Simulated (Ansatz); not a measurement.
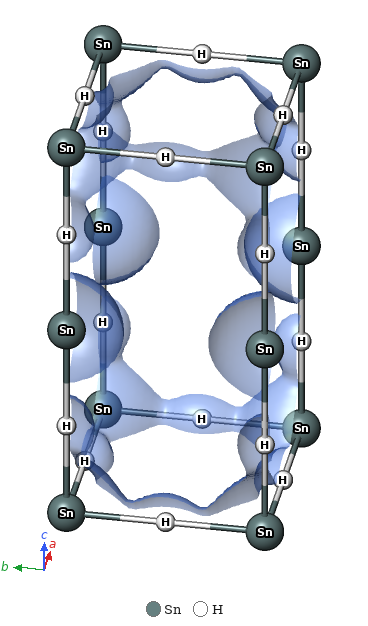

*SnH$_{2}$. Isosurface of the valence pseudo-density at 0.4 e/Å³ (blue), seen at an oblique angle. Sticks mark near contacts.*

Space group P4/mmm; a structure generated by program, which may or may not match a known phase.

These are results of Ansatz, DFT PBE, scalar-relativistic, plane waves, PAW, not measurements.

Core electrons are frozen (PAW), and the valence fields are smoothed inside the atomic spheres.

```
Sn H
1.0
     3.75944    0.00000    0.00000
     0.00000    3.75944    0.00000
     0.00000    0.00000    7.96444
Sn H
2 4
Direct
  0.00000 0.00000 0.00000
  0.00000 0.00000 0.50000
  0.50000 0.00000 0.00000
  0.00000 0.50000 0.00000
  0.00000 0.00000 0.23826
  0.00000 0.00000 0.76174
```

### How is the density connected at this value?

At this value the density is joined into sheets; it holds about 75 % of the electrons treated as valence (semicore included). It bridges the shortest Sn–H (1.88 Å) contacts, where the density stays above the isovalue. It is pinched off along the shortest Sn–H (2.08 Å) contacts. On the grid the lowest density along these lines, outside the cores, is 0.51 e/Å³ (Sn–H, 1.88 Å) and 0.34 e/Å³ (Sn–H, 2.08 Å).
